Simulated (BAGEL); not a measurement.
# HF/3-21G (density fitting with qzvpp-jkfit) run of GaH2ClO (SMILES [OH][GaH][Cl])

What is the vertical ionisation energy of GaH2ClO at HF/3-21G (density fitting with qzvpp-jkfit)? 

The calculation is run with BAGEL 1.2.2.

5 further runs of the same task are left out: 5 that didn't finish. Runs told in other sessions of the task aren't counted.

## (1) The structure to begin with

GaH2ClO: 5 atoms, total charge 0, spin state singlet. SMILES: `[OH][GaH][Cl]`. The shape is that of a PBE0-D4/def2-TZVP optimisation. This is one conformer, not always the lowest.

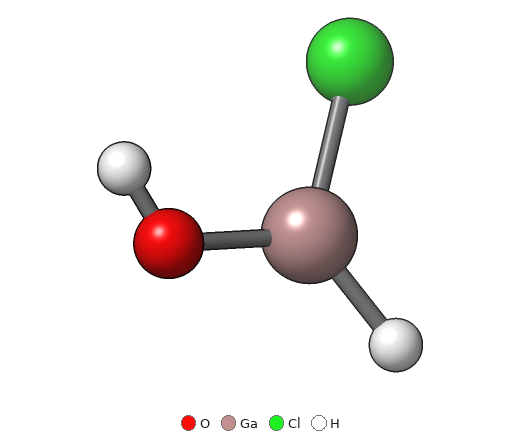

Viewed from a chosen angle; oxygen red, gallium pink, chlorine green, hydrogen white.

## (2) The energy at HF/3-21G (density fitting with qzvpp-jkfit)

calc.json reads:

```json
{ "bagel": [

{
  "title": "molecule",
  "basis": "3-21g",
  "df_basis": "qzvpp-jkfit",
  "angstrom": true,
  "geometry": [
    { "atom": "O", "xyz": [   -1.152400,    0.516000,   -0.496900 ] },
    { "atom": "Ga", "xyz": [    0.470000,    0.208100,    0.146200 ] },
    { "atom": "Cl", "xyz": [    0.927500,   -1.856600,    0.504600 ] },
    { "atom": "H", "xyz": [   -1.672300,   -0.281800,   -0.622300 ] },
    { "atom": "H", "xyz": [    1.477200,    1.340600,    0.426900 ] }
  ]
},
{ "title": "hf" },
{ "title": "print", "file": "orbitals.molden", "orbitals": true }

]}
```

On the command line:

```console
$ BAGEL_NUM_THREADS=1 BAGEL calc.json > calc.out
```

Standard output:

```text
* using 1 threads per process

  ===============================================================
  ===============================================================

  *** Geometry ***

  { "atom" : "O", "xyz" : [     -2.177720,      0.975099,     -0.939005 ] },
  { "atom" : "Ga", "xyz" : [      0.888171,      0.393252,      0.276278 ] },
  { "atom" : "Cl", "xyz" : [      1.752721,     -3.508466,      0.953556 ] },
  { "atom" : "H", "xyz" : [     -3.160189,     -0.532525,     -1.175977 ] },
  { "atom" : "H", "xyz" : [      2.791503,      2.533367,      0.806724 ] },

  Number of auxiliary basis functions:      507

  Since a DF basis is specified, we compute 2- and 3-index integrals:
    o Being stored without compression. Storage requirement is 0.009 GB

  Number of basis functions:       48
  Number of electrons      :       58

    * METHOD: MOLECULE                             0.22

  *** RHF ***

  === Nuclear Repulsion ===
   255.0547280866

      * DIIS with orbital gradients will be used.

  === RHF iteration (3-21g) ===
      0      -2446.68927344          0.02821529           0.06
      1      -2446.78465741          0.01936542           0.06
      2      -2446.84129448          0.00133507           0.06
      3      -2446.84200119          0.00036971           0.06
      4      -2446.84207650          0.00008225           0.06
      5      -2446.84208106          0.00002348           0.06
      6      -2446.84208146          0.00000453           0.06
      7      -2446.84208148          0.00000125           0.06
      8      -2446.84208148          0.00000067           0.06
      9      -2446.84208148          0.00000018           0.06
     10      -2446.84208148          0.00000005           0.06
     11      -2446.84208148          0.00000002           0.06
     12      -2446.84208148          0.00000001           0.06
    * SCF iteration converged.

    * Permanent dipole moment:
           (    0.090526,    -0.430483,     0.072491) a.u.

    * METHOD: HF                                   0.90

    * METHOD: PRINT                                0.01

  ===============================================================
```

It took 1.3 s on 1 thread of Arm Neoverse V1, shared host.

## (3) The doublet cation

input.json reads:

```json
{ "bagel": [

{
  "title": "molecule",
  "basis": "3-21g",
  "df_basis": "qzvpp-jkfit",
  "angstrom": true,
  "geometry": [
    { "atom": "O", "xyz": [   -1.152400,    0.516000,   -0.496900 ] },
    { "atom": "Ga", "xyz": [    0.470000,    0.208100,    0.146200 ] },
    { "atom": "Cl", "xyz": [    0.927500,   -1.856600,    0.504600 ] },
    { "atom": "H", "xyz": [   -1.672300,   -0.281800,   -0.622300 ] },
    { "atom": "H", "xyz": [    1.477200,    1.340600,    0.426900 ] }
  ]
},
{
  "title": "uhf",
  "charge": 1,
  "nopen": 1
},
{
  "title": "print",
  "file": "orbitals.molden",
  "orbitals": true
}

]}
```

On the command line:

```console
$ BAGEL_NUM_THREADS=1 BAGEL input.json > input.out
```

Standard output:

```text
* using 1 threads per process

  ===============================================================
  ===============================================================

  *** Geometry ***

  { "atom" : "O", "xyz" : [     -2.177720,      0.975099,     -0.939005 ] },
  { "atom" : "Ga", "xyz" : [      0.888171,      0.393252,      0.276278 ] },
  { "atom" : "Cl", "xyz" : [      1.752721,     -3.508466,      0.953556 ] },
  { "atom" : "H", "xyz" : [     -3.160189,     -0.532525,     -1.175977 ] },
  { "atom" : "H", "xyz" : [      2.791503,      2.533367,      0.806724 ] },

  Number of auxiliary basis functions:      507

  Since a DF basis is specified, we compute 2- and 3-index integrals:
    o Being stored without compression. Storage requirement is 0.009 GB

  Number of basis functions:       48
  Number of electrons      :       58

    * METHOD: MOLECULE                             0.22

  *** Open-shell HF ***

  === Nuclear Repulsion ===
   255.0547280866

      * DIIS with orbital gradients will be used.

  === UHF iteration (3-21g) ===
      0      -2446.21918002          0.05459984           0.10
      1      -2446.32806223          0.04313571           0.11
      2      -2446.37129192          0.03217200           0.11
      3      -2446.41054331          0.00250038           0.10
      4      -2446.41437548          0.00212454           0.10
      5      -2446.41652075          0.00197223           0.11
      6      -2446.41997076          0.00185829           0.11
      7      -2446.42710861          0.00127573           0.10
      8      -2446.42771445          0.00143644           0.10
      9      -2446.42998057          0.00117932           0.11
     10      -2446.43164880          0.00114200           0.11
     11      -2446.43587374          0.00084838           0.10
     12      -2446.43650727          0.00038736           0.10
     13      -2446.43678788          0.00014680           0.11
     14      -2446.43681279          0.00009734           0.10
     15      -2446.43681229          0.00005876           0.11
     16      -2446.43682017          0.00002338           0.11
     17      -2446.43682152          0.00000935           0.10
     18      -2446.43682188          0.00000370           0.10
     19      -2446.43682193          0.00000196           0.10
     20      -2446.43682197          0.00000113           0.11
     21      -2446.43682197          0.00000048           0.11
     22      -2446.43682198          0.00000029           0.10
     23      -2446.43682198          0.00000023           0.10
     24      -2446.43682198          0.00000015           0.11
     25      -2446.43682198          0.00000011           0.10
     26      -2446.43682198          0.00000008           0.10
     27      -2446.43682198          0.00000006           0.10
     28      -2446.43682198          0.00000005           0.11
     29      -2446.43682198          0.00000005           0.10
     30      -2446.43682198          0.00000004           0.10
     31      -2446.43682198          0.00000004           0.10
     32      -2446.43682198          0.00000004           0.10
     33      -2446.43682198          0.00000003           0.11
     34      -2446.43682198          0.00000003           0.10
     35      -2446.43682198          0.00000002           0.10
     36      -2446.43682198          0.00000001           0.10
     37      -2446.43682198          0.00000001           0.10
    * SCF iteration converged.

    * S^2 (UHF) is 0.7535

    * Permanent dipole moment:
           (   -0.657997,     1.295718,    -0.366019) a.u.

    * METHOD: UHF                                  4.13

    * METHOD: PRINT                                0.01

  ===============================================================
```

It took 4.5 s on 1 thread of Arm Neoverse V1, shared host.

## (4) Outcome

At HF/3-21G (density fitting with qzvpp-jkfit):

| quantity | value |
| --- | --- |
| singlet GaH2ClO: total energy | -2446.84208 Eh |
| singlet GaH2ClO: dipole moment | 1.13 D |
| singlet GaH2ClO: HOMO energy | -12.32 eV |
| singlet GaH2ClO: LUMO energy | 1.58 eV |
| singlet GaH2ClO: HOMO–LUMO gap | 13.90 eV |
| doublet cation: total energy | -2446.43682 Eh |
| doublet cation: ⟨S²⟩ | 0.753 |
| vertical ionisation energy (to the doublet cation) | 11.028 eV |

In words: The vertical ionisation energy comes to 11.03 eV (1064 kJ/mol). The negative HOMO energy of the first species, 12.32 eV, lies 1.29 eV above that difference.
